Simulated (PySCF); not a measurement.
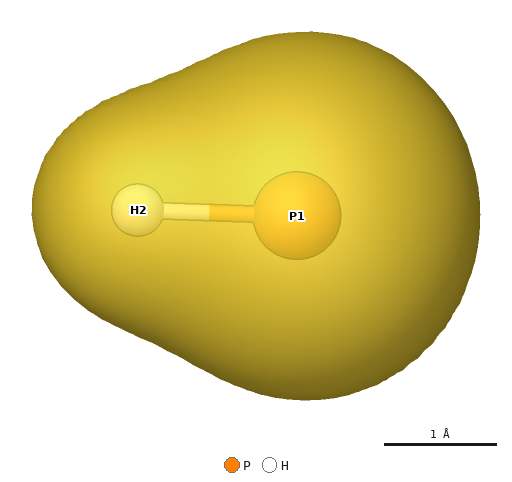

Figure. PH (triplet). Isosurface of the electron density at 0.05 e/Å³ (yellow), seen from one side.

Theory: PBE0/6-31G(d,p), non-relativistic, at a bond length of 1.433 Å (PySCF 2.14.0).

### What does this surface tell about the bonding?

At this value the surface is in one piece. It bridges the sampled P–H (1.43 Å) contact, where the density stays above the isovalue. On the grid the lowest density along these lines, outside the cores, is 1.1 e/Å³ (P–H, 1.43 Å).
